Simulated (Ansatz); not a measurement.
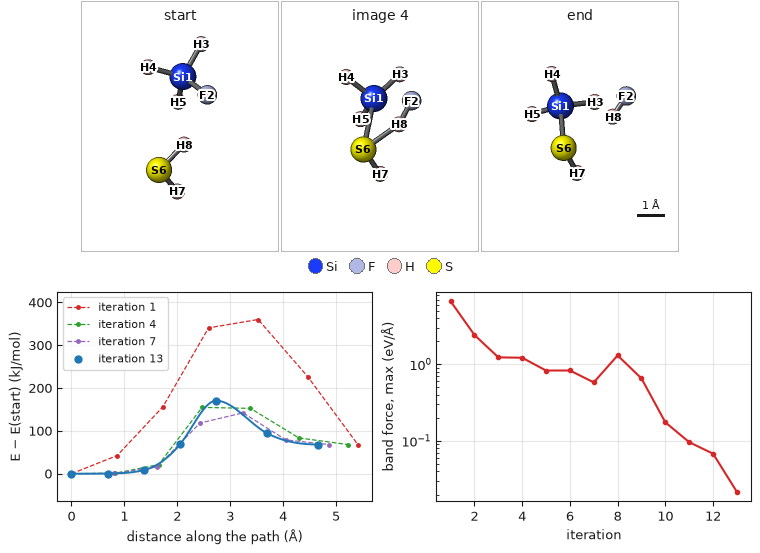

A search for the minimum-energy path of SiH5SF, made up at the start of SiH3F and H$_{2}$S by the nudged elastic band. Images are numbered from 0 (start) to 6 (end). The plot follows the band through its iterations. The picture is a ball-and-stick view, seen from a free direction.

Level of theory: RKS PBE0/6-31G* (Ansatz 0.2.0). Settings: 5 movable images; climbing image; force threshold 0.05 eV/Å; iteration limit 60; starting path through a guess of the saddle point.

Q: Did the band converge, and can the barrier be trusted?

A: The result is final at these settings. The band converged in 13 iterations. The largest component of the band force went from 6.6 to 0.022 eV/Å. The climbing image converged on the top of the path. Its vibrational analysis gives one imaginary mode (590i cm⁻¹), as a transition state must have. The first iteration put the highest image at 360.2 kJ/mol. The highest point, image 4, lies 170.6 kJ/mol above the start and 102.4 kJ/mol above the end; the end is at +68.2 kJ/mol relative to the start.

Limits of the set-up: the start holds two separate molecules, 2.3 Å apart at their closest, whose relative position is a soft coordinate and is computed without a dispersion correction.

Cost: 3.5 min on 1 thread of AMD EPYC 7R43 64-Core Processor (Zen 3), with other jobs on the host, peak memory 0.14 GiB.
